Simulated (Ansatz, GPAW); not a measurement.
# Polarising a 5-layer slab of Ag(110) with a field along the normal

The dipole of the cell at several fields, atoms fixed. What does the strongest field give, and what length does the slope stand for?

Set-up. GPAW 26.7.0, plane waves (400 eV), PAW setups, PBE, 8×11 mesh, a dipole layer in the vacuum; geometry relaxed without an applied field with Ansatz 0.2.0. The cell's area is 11.83 Å², and e/ε0 = 180.95 V Å.

Results, with one row withheld:

```
field (V/Å)  dipole (e Å)
       −0.2       −0.1145
       −0.1       −0.0576
      −0.05       −0.0292
       0.05        0.0279
        0.1        0.0561
        0.2        0.1131
        0.3             ?
```

To predict: What is the dipole at 0.3 V/Å?

A: A line through the 6 points has the slope α = 0.569 e Å per V/Å and the intercept p₀ = −0.0007 e Å (r.m.s. residual 7.6e−05). At 0.3 V/Å it gives p = −0.0007 + 0.569 × 0.3 = 0.1700 e Å; the run gives 0.1701 e Å, so the response stays linear to 0.0 % of the induced part. Dividing by ε0 and the area: α/(ε0 A) = 0.569 × 180.95 / 11.83 = 8.70 Å, against 5.85 Å between the outer nuclei. A metal screens fully, so the excess of 2.86 Å puts the image planes about 1.43 Å outside the outer atoms on average.

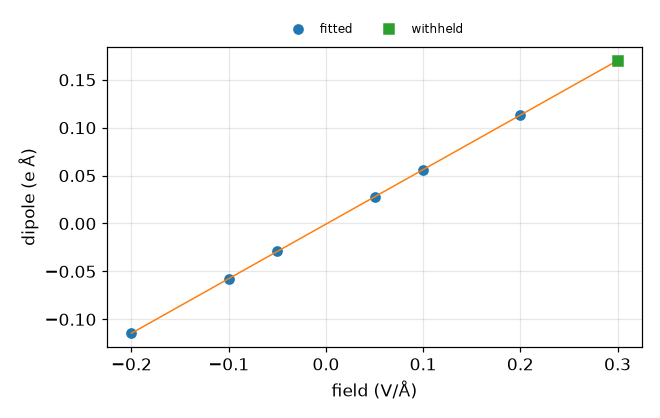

The line and the withheld run.

**Limits.** This is the electronic response alone; ions that move would add to it in polar layers. No run was spin-polarised, so magnetic states weren't tested.

[Logs are printed without paths, hosts, clocks, repeated set-up lines and the standing remarks that a program may print on its own settings, such as how far it seeks lower states.]
